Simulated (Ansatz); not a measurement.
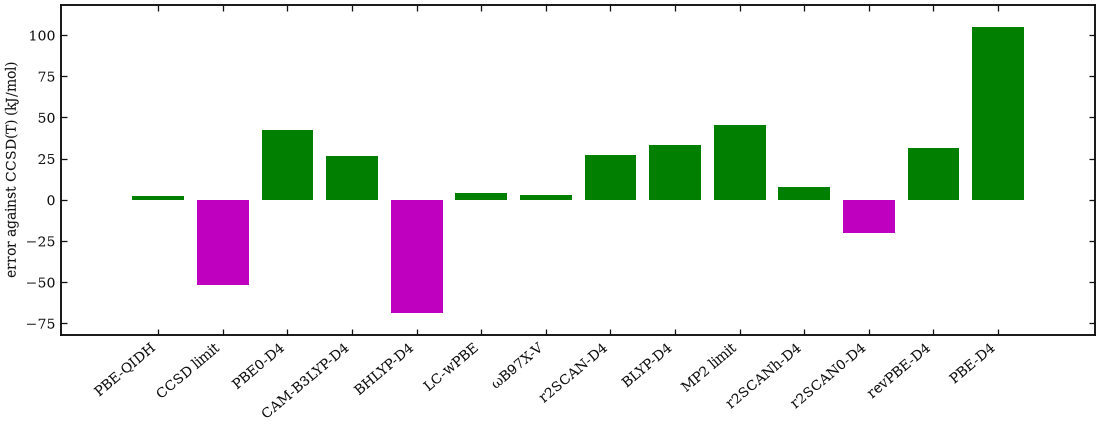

Error in the electronic atomisation energy (method less reference, so positive means overbinding) of C₃H₄, SMILES C=C=C: functionals in def2-TZVPP against frozen-core CCSD(T) at the limit (scheme: direct), which gives 2933.5 kJ/mol, at a PBE0-D4/def2-TZVP geometry (a minimum by its frequencies), no zero-point or spin-orbit term, the Ansatz code. The reference leaves out core correlation, a term that grows with the number of heavy atoms. PBE-QIDH holds a correlation term that converges slowly with the basis, so part of the distance to the limit is basis error. No dispersion term is added to PBE-QIDH and LC-wPBE. Limit means the basis limit.

Which of these levels overbind, and which underbind?

Overbind: PBE0-D4, CAM-B3LYP-D4, r2SCAN-D4, BLYP-D4, MP2 limit, revPBE-D4 and PBE-D4. Underbind: CCSD limit, BHLYP-D4 and r2SCAN0-D4. Within 15 kJ/mol of zero, too close to call in view of what the reference leaves out: PBE-QIDH, LC-wPBE, ωB97X-V and r2SCANh-D4.

Give the values.

| level | kJ/mol |
| --- | --- |
| PBE-QIDH | 2.4 |
| CCSD limit | −51.9 |
| PBE0-D4 | 42.1 |
| CAM-B3LYP-D4 | 26.6 |
| BHLYP-D4 | −68.5 |
| LC-wPBE | 4.1 |
| ωB97X-V | 2.8 |
| r2SCAN-D4 | 27.2 |
| BLYP-D4 | 33.1 |
| MP2 limit | 45.6 |
| r2SCANh-D4 | 7.8 |
| r2SCAN0-D4 | −20.2 |
| revPBE-D4 | 31.4 |
| PBE-D4 | 104.7 |
